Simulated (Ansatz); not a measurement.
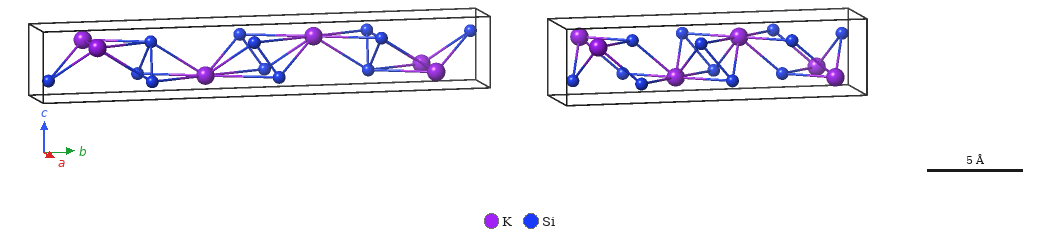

Two geometries of crystalline KSi₂ (built on the ZrSi2 type) (coarse preliminary run), drawn at one scale. One is the start of a relaxation, the other its converged end. The picture is a ball-and-stick view of the conventional cell (2 times the calculation's cell), seen slightly off an axis. Lengths and directions refer to the drawn axes.

Level of theory: Ansatz 0.2.0, DFT PBE, scalar-relativistic, plane waves, PAW. (plane-wave cutoff 420 eV; k-point mesh 4 × 4 × 4; occupations gaussian; smearing width 0.1 eV; no spin polarisation; cell and atoms relaxed; force threshold 0.04 eV/Å; at most 70 steps)

Q: Which of the two is the end point?

A: The left one is the relaxed one. Case: ZrSi2 type (Cmcm, No. 63). The largest moves relative to the cell, 0.59 Å, are those of Si atoms. By element the largest moves are Si 0.59 Å, K 0.38 Å. Cell: a 4.099 → 3.196 Å (−22.0 %), b 16.297 → 24.235 Å (+48.7 %), c 4.061 → 3.792 Å (−6.6 %). Volume +8.2 %. Near-neighbour distances that change, for instance: K–K 4.099 → 3.196 Å, K–Si 3.286 → 3.940 Å, K–Si 3.128 → 3.655 Å, K–Si 3.106 → 3.522 Å. Among the angles between lasting bonds that change: K–Si–K 146.5° → 95.3°, K–Si–K 85.7° → 56.9°, K–Si–K 81.7° → 65.1°. The space group stays Cmcm (No. 63). After 15 accepted moves (20 points after the start) the energy has fallen by 667 meV per atom. The largest force component goes from 1.8 to 0.016 eV/Å. Pressure: 4.71 GPa at the start and 0.09 GPa at the end. The line search rejected the trial steps at points 10, 12, 18 of the run. At 2 points the geometry stayed and the basis and grid were re-selected for the new cell (energy shift of 31.8 meV per atom at most each time). Cost: 100 s on 1 thread of Arm Neoverse V1, with other jobs on the host, peak memory 0.39 GiB.

Limits of the set-up: the k-point mesh is coarse for a cell with partly filled bands.
